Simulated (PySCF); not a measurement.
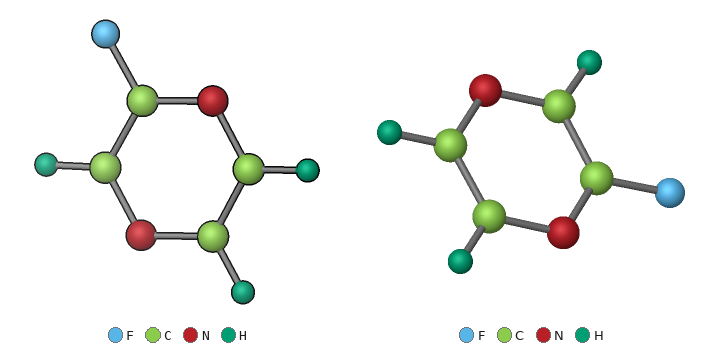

Both panels show the same species.

The geometry was computed by an optimisation with PBE0-D3(BJ)/def2-SVP. No frequency run is at hand to confirm it as a minimum.

> Which formula does it have?

C₄H₃FN₂, 10 atoms: 4 carbon, 3 hydrogen, 1 fluorine and 2 nitrogen.

> Count the bonded pairs by element.

4 C–N, 3 C–H, 2 C–C, 1 C–F.

The parts below concern this one geometry. Atoms keep their numbers from picture to picture.

## Geometry

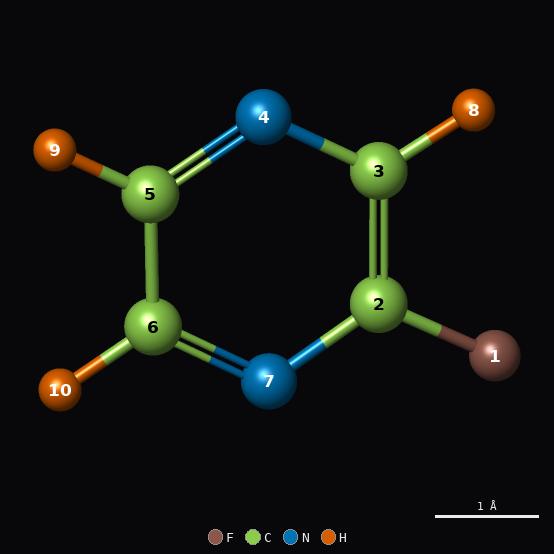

Atoms carry their numbers in the input. No frequency run is at hand to confirm it as a minimum.

Give the bond lengths.

| bond | length (Å) | order |
| --- | --- | --- |
| F1–C2 | 1.320 | single |
| C2–C3 | 1.400 | aromatic |
| C2–N7 | 1.306 | aromatic |
| C3–N4 | 1.323 | aromatic |
| C3–H8 | 1.095 | single |
| N4–C5 | 1.333 | aromatic |
| C5–C6 | 1.393 | aromatic |
| C5–H9 | 1.094 | single |
| C6–N7 | 1.333 | aromatic |
| C6–H10 | 1.095 | single |

## Excitation

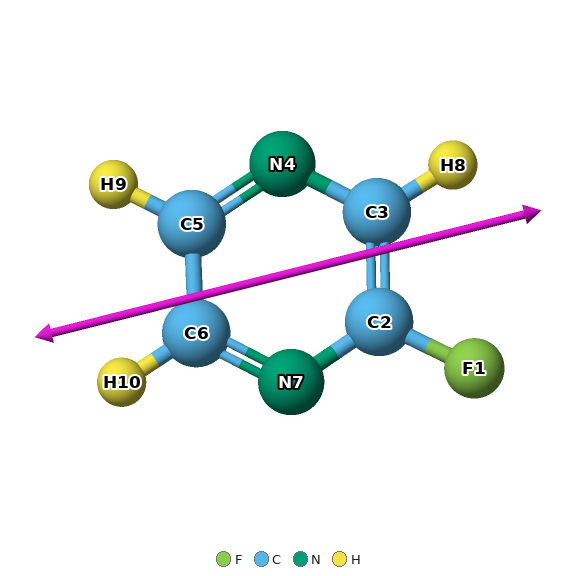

The double arrow shows the direction of the transition dipole to excited singlet state 2 (its length means nothing). No frequency run is at hand to confirm it as a minimum. Method: TDDFT ωB97X-D/def2-SVPD, vertical, IEF-PCM cyclohexane (non-equilibrium linear response), core orbitals frozen in the response (PySCF 2.14.0).

> How is the transition polarised?

In the molecular plane, at 42° to the long direction F1···C5.

> Where does the transition lie, and how strong is it?

5.26 eV (236 nm), oscillator strength 0.16, mainly HOMO−1 → LUMO (weight 0.92); transition dipole 2.87 D.

## Ring current

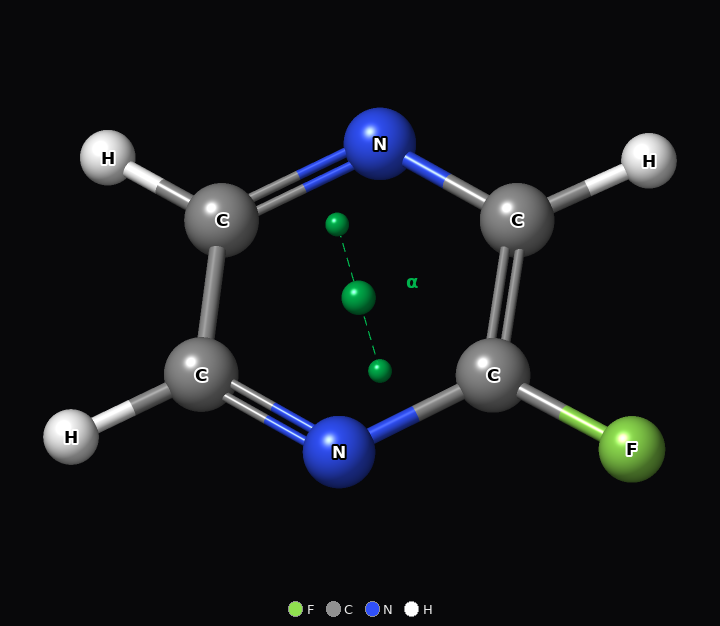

The small points mark where nucleus-independent chemical shifts (NICS) were computed: at the centre of each lettered ring and 1 Å above and below it. No frequency run is at hand to confirm it as a minimum. Method: GIAO PBE0/pcSseg-1 NMR shielding, non-relativistic, IEF-PCM cyclohexane (PySCF 2.14.0).

Give NICS(0), NICS(1) and the out-of-plane component NICS(1)zz for each ring (means of the two sides).

| ring | members | NICS(0) | NICS(1) | NICS(1)zz |
| --- | --- | --- | --- | --- |
| α | C4N2 | −7.4 | −11.1 | −27.9 |

Values in ppm.

> What do the values say about the ring currents?

Ring α: diatropic, as in an aromatic ring. NICS is one index among several.

## NMR shielding

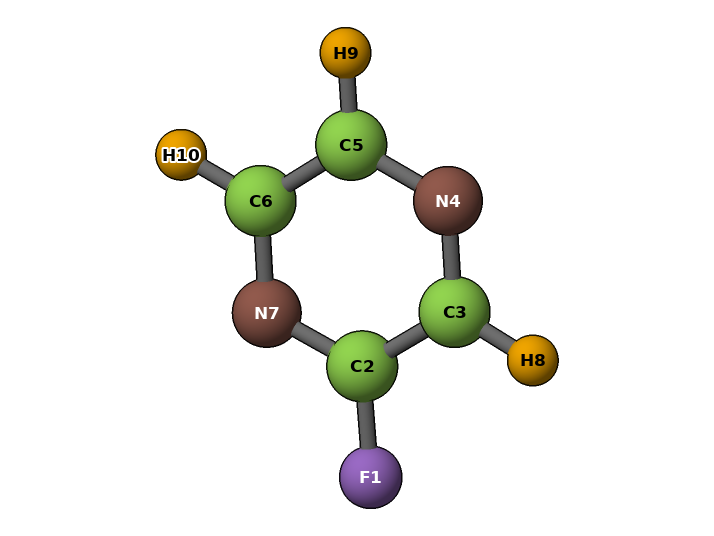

No frequency run is at hand to confirm it as a minimum. Properties computed with GIAO PBE0/pcSseg-1 NMR shielding, non-relativistic, IEF-PCM tetrahydrofuran (PySCF 2.14.0). Principal shieldings σ11 ≤ σ22 ≤ σ33, span Ω = σ33 − σ11, skew κ = 3(σiso − σ22)/Ω.

> Which C atom has the most anisotropic shielding?

C5, with a span of 227 ppm.

Give the shielding tensors of the C atoms.

| atom | σ11 | σ22 | σ33 | σiso | Ω | κ |
| --- | --- | --- | --- | --- | --- | --- |
| C2 | −79.6 | 47.4 | 84.5 | 17.5 | 164.1 | −0.55 |
| C3 | −42.2 | 34.4 | 141.9 | 44.7 | 184.1 | 0.17 |
| C5 | −75.9 | 31.7 | 151.5 | 35.8 | 227.4 | 0.05 |
| C6 | −62.8 | 27.3 | 143.4 | 35.9 | 206.1 | 0.13 |

Shieldings and span in ppm.
